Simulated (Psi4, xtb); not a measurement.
Two rigid molecules brought together: CH4S ··· Li+ (SMILES CS and [Li+]) (charge +1). Monomers: optimised at B3LYP-D3(BJ) (def2-TZVP), held rigid. Orientation: lowest of the rigid-body minima from ten starts at GFN2-xTB (searched outside a hard wall at short contacts). R is the distance of the centres of mass, along which the second monomer moves. The shortest distances reach bonding range, where SAPT0 and rigid monomers are unreliable.

Geometry at R = 2.71 Å (first 6 atoms: monomer A):
```
7

C     -0.4977    -0.0230     0.0024
S      1.1227     0.8070    -0.0921
H     -0.6297    -0.5252     0.9584
H     -0.6298    -0.7272    -0.8162
H     -1.2456     0.7630    -0.0869
H      1.8802    -0.2945     0.0344
Li     1.6436     1.9245    -2.1344
```

- GFN1-xTB (xtb)
- BLYP-D3(BJ)/def2-TZVP, counterpoise-corrected (Psi4)
- HF/aug-cc-pVTZ, counterpoise-corrected (Psi4)
- PBE-D3(BJ)/def2-TZVP, counterpoise-corrected (Psi4)
- SAPT0/jun-cc-pVDZ, all electrons correlated (Psi4)

Interaction energies in kcal/mol (negative: bound); R is the distance of the centres of mass, d the S2···Li7 distance.

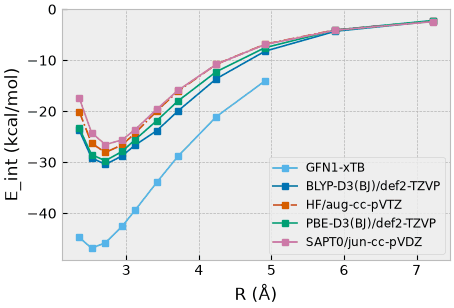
Figure: Interaction energy against separation.

```csv
R / Å,d / Å,GFN1-xTB,BLYP-D3(BJ)/def2-TZVP,HF/aug-cc-pVTZ,PBE-D3(BJ)/def2-TZVP,SAPT0/jun-cc-pVDZ
2.35,2.03,-44.77,-23.77,-20.08,-23.30,-17.41
2.52,2.20,-46.86,-29.16,-26.31,-28.55,-24.23
2.71,2.39,-45.80,-30.44,-28.08,-29.70,-26.56
2.94,2.61,-42.59,-28.77,-26.62,-27.89,-25.62
3.12,2.79,-39.41,-26.64,-24.30,-25.57,-23.60
3.42,3.09,-33.92,-23.80,-19.94,-21.83,-19.57
3.71,3.37,-28.84,-19.96,-16.07,-18.00,-15.91
4.24,3.90,-21.05,-13.61,-10.79,-12.23,-10.79
4.91,4.56,-14.05,-8.23,-6.86,-7.54,-6.91
5.88,5.53,—,-4.31,-4.05,-4.09,-4.12
7.22,6.87,—,-2.36,-2.34,-2.22,-2.43
```

Lowest grid point: GFN1-xTB -46.86 kcal/mol at R = 2.52 Å; BLYP-D3(BJ)/def2-TZVP -30.44 kcal/mol at R = 2.71 Å; HF/aug-cc-pVTZ -28.08 kcal/mol at R = 2.71 Å; PBE-D3(BJ)/def2-TZVP -29.70 kcal/mol at R = 2.71 Å; SAPT0/jun-cc-pVDZ -26.56 kcal/mol at R = 2.71 Å.

Dashes: no converged value, or the column stops at the first point that the program doubted or that broke a chosen test of continuity, which isn't proof of a fault.
